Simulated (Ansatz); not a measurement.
# Calculations on CH9PSn

## 1. Relaxation

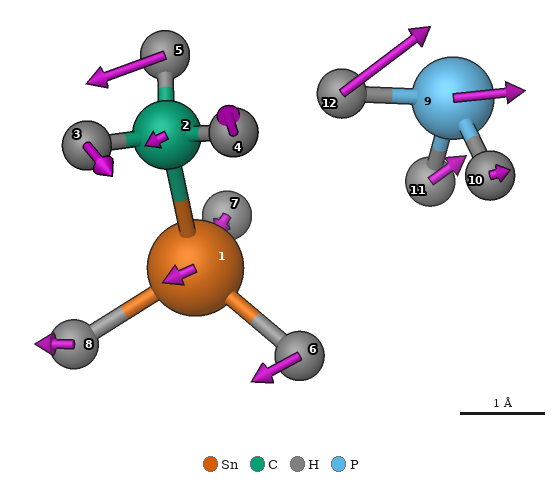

A relaxation of CH$_{9}$PSn. The starting structure is drawn; purple arrows show the displacements, at their true length. The two geometries are superimposed by the best rigid fit.

The picture is a ball-and-stick view, seen from a free direction.

The run prepares an end point of a later path (reaction) calculation, from a guessed geometry.

All numbers below come from RKS BHLYP/def2-SVP in Ansatz 0.2.0. (no spin polarisation; force threshold 0.03 eV/Å; at most 50 steps)

**Atoms of which element are displaced furthest, and by how much?**

Hydrogen: up to 1.34 Å, against 0.88 Å for phosphorus.

**What did the optimiser do to the structure, and how much energy did it gain?**

After 18 accepted moves (22 points after the start) the energy has fallen by 6.24 kcal/mol. Largest force component: 0.43 eV/Å at the start, 0.021 eV/Å at the end. The line search rejected the trial steps at points 4, 10, 13, 14 of the run. The forces were under the threshold at step 15, but the run went on from there. H12 moves most after the best rigid fit: 1.34 Å. Largest moves by element: H 1.34 Å, P 0.88 Å, Sn 0.45 Å, C 0.30 Å. Some distances before and after: Sn1–H8 1.716 → 1.710 Å, P9–H11 1.412 → 1.417 Å, Sn1–H6 1.705 → 1.709 Å. Among the angles between lasting bonds that change: C2–Sn1–H8 107.6° → 110.2°. Groups turn about Sn1–C2 by about 50°.

## 2. Relaxation

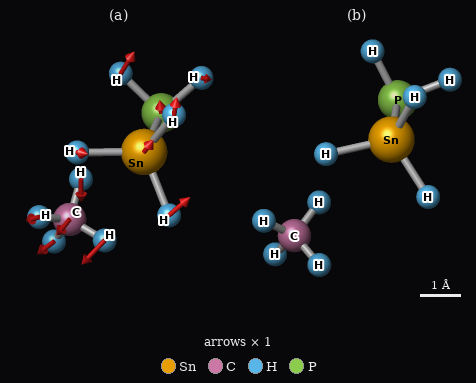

The structure of CH$_{9}$PSn before (left) and after (right) a relaxation, at one scale. The red arrows give the displacements, at their true length.

The picture is a ball-and-stick view, seen from a free direction.

The run prepares an end point of a later path (reaction) calculation, from a guessed geometry.

Level of theory: RKS BHLYP/def2-SVP in Ansatz 0.2.0. Set-up: no spin polarisation; force threshold 0.03 eV/Å; at most 50 steps.

What changed between the two?

The energy falls by 18.1 kJ/mol in 12 accepted moves (15 points after the start). The largest force component goes from 0.57 to 0.013 eV/Å. The line search rejected the trial steps at points 8, 10, 14 of the run. The forces were under the threshold at step 12, but the run went on from there. The largest move after the best rigid fit is that of an H atom, 0.87 Å. Largest moves by element: H 0.87 Å, C 0.62 Å, Sn 0.48 Å, P 0.38 Å. Near-neighbour distances that change, for instance: P–Sn 2.478 → 2.528 Å, C–H 1.100 → 1.092 Å, H–Sn 1.702 → 1.706 Å. Among the angles between lasting bonds that change: H–Sn–P 110.2° → 108.2°. Groups turn about P–Sn by about 30°.

Limits of the set-up: the start holds two separate molecules, 2.6 Å apart at their closest, whose relative position is a soft coordinate and is computed without a dispersion correction.

## 3. Path

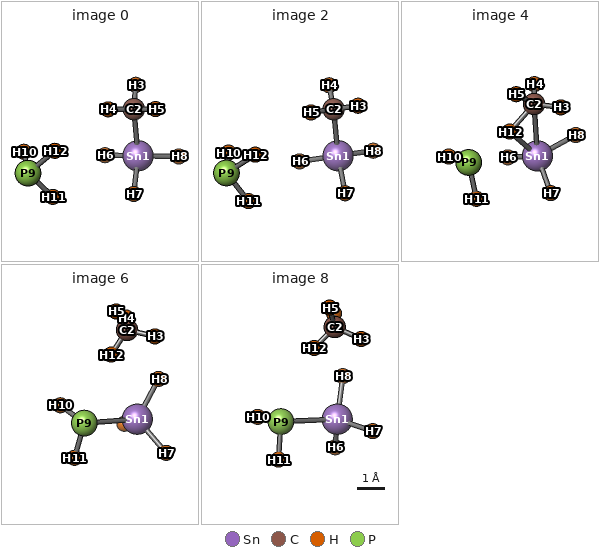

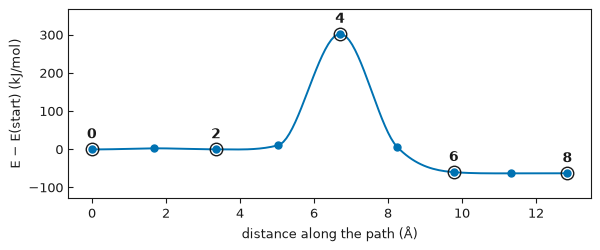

NEB run on CH₉PSn, made up at the start of CH$_{6}$Sn and PH$_{3}$. Images are numbered from 0 (start) to 8 (end). The picture is a ball-and-stick view, seen at a tilt.

These are results of RKS BHLYP/def2-SVP in Ansatz 0.2.0, not measurements. Run with 7 movable images; climbing image; force threshold 0.05 eV/Å; iteration limit 60; starting path through a guess of the saddle point.

**Read off the barrier and say what moves.**

Forward barrier 302.6 kJ/mol, backward barrier 365.4 kJ/mol, with image 4 at the top; the reaction energy is −62.8 kJ/mol. The path has more than one stage, and so few images may leave a stage unresolved. Breaking: P9–H12 (1.42 → 1.94 at the top → 3.34 Å), Sn1–C2 (2.15 → 2.42 at the top → 4.45 Å). Forming: C2–H12 (3.85 → 1.37 at the top → 1.09 Å), Sn1–P9 (4.92 → 3.12 at the top → 2.53 Å). The band converged in 31 iterations. The largest component of the band force went from 23 to 0.024 eV/Å. The climbing image converged on the top of the path. Its vibrational analysis gives one imaginary mode (1809i cm⁻¹), as a transition state must have.

Limits of the set-up: the start holds two separate molecules, 2.9 Å apart at their closest, whose relative position is a soft coordinate and is computed without a dispersion correction.

Cost: 10 min on 2 threads of Arm Neoverse V1, on a shared host, peak memory 0.22 GiB.
